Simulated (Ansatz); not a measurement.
# AlGeH11O3Si2: the cost of one run

Program: Ansatz 0.2.0, Gaussian basis. Level of theory: PBE0-D4/def2-SVP. These are calculated values, not measurements.

1 further run of the same task is left out (it didn't finish).

### Step 1. Where the work starts

The start, a first-order saddle point found at PBE0-D4 in triple zeta: 18 atoms, charge 0, spin multiplicity 1.

Atoms are counted from 1 here; the program's logs count them from 0.

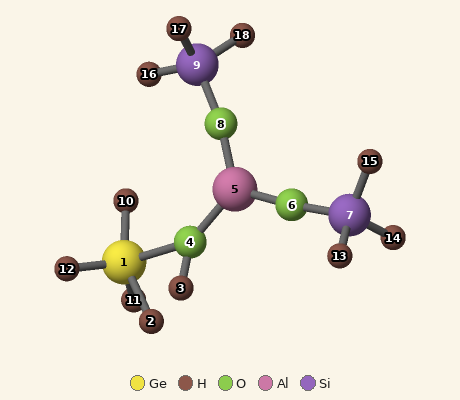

As it starts; germanium yellow, hydrogen brown, oxygen green, aluminium pink, silicon purple; atoms are numbered from 1 in the order of the file.

Coordinates:

```
Ge   -1.65159   -0.51765   -2.54907
H    -1.51827    1.35131   -2.81211
H    -0.96234    1.25138   -1.86627
O    -0.62433    0.45383   -1.12683
Al    0.24496    0.25832    0.33066
O     0.65823    1.61864    1.19701
Si    1.07390    2.86306    2.15643
O     0.66370   -1.26811    0.84817
Si    0.94449   -2.84874    1.11004
H    -1.38240   -1.82252   -1.73946
H    -3.18095   -0.35800   -2.58494
H    -0.97647   -0.71924   -3.91523
H     1.55375    3.99942    1.32785
H    -0.10566    3.30168    2.94755
H     2.15694    2.45427    3.08923
H     0.18786   -3.68205    0.13903
H     2.39682   -3.12763    0.95913
H     0.52157   -3.20786    2.48881
```

### Step 2. Dynamics

md/in.yaml reads:

```yaml
crystal:
  periodic: [false, false, false]
  atoms:
    - {symbol: Ge, position_ang: [-1.651592, -0.517650, -2.549072]}
    - {symbol: H, position_ang: [-1.518272, 1.351313, -2.812106]}
    - {symbol: H, position_ang: [-0.962344, 1.251380, -1.866270]}
    - {symbol: O, position_ang: [-0.624330, 0.453834, -1.126828]}
    - {symbol: Al, position_ang: [0.244962, 0.258322, 0.330658]}
    - {symbol: O, position_ang: [0.658231, 1.618642, 1.197005]}
    - {symbol: Si, position_ang: [1.073902, 2.863058, 2.156434]}
    - {symbol: O, position_ang: [0.663696, -1.268112, 0.848174]}
    - {symbol: Si, position_ang: [0.944485, -2.848743, 1.110040]}
    - {symbol: H, position_ang: [-1.382400, -1.822525, -1.739461]}
    - {symbol: H, position_ang: [-3.180952, -0.357999, -2.584940]}
    - {symbol: H, position_ang: [-0.976467, -0.719237, -3.915232]}
    - {symbol: H, position_ang: [1.553750, 3.999419, 1.327846]}
    - {symbol: H, position_ang: [-0.105661, 3.301677, 2.947551]}
    - {symbol: H, position_ang: [2.156941, 2.454269, 3.089233]}
    - {symbol: H, position_ang: [0.187859, -3.682053, 0.139029]}
    - {symbol: H, position_ang: [2.396820, -3.127630, 0.959128]}
    - {symbol: H, position_ang: [0.521572, -3.207863, 2.488812]}
basis:
  gaussian: {orbitals: def2-SVP}
hamiltonian: {xc: pbe0, dispersion: d4}
md: {n_steps: 30, timestep: 1.0, temperature: 500, ensemble: nvt_langevin, seed: 6, friction: 0.01, initial_velocities: maxwell_boltzmann}
```

The run is started by

```
$ ansatz run in.yaml --threads 4 --pin off --events-out ev --progress --plain --max-ram 66560MiB --backend cpu
```

**Question.** How long does this run take on 4 threads of AMD EPYC 7R13, shared host?

About 2.9 min.
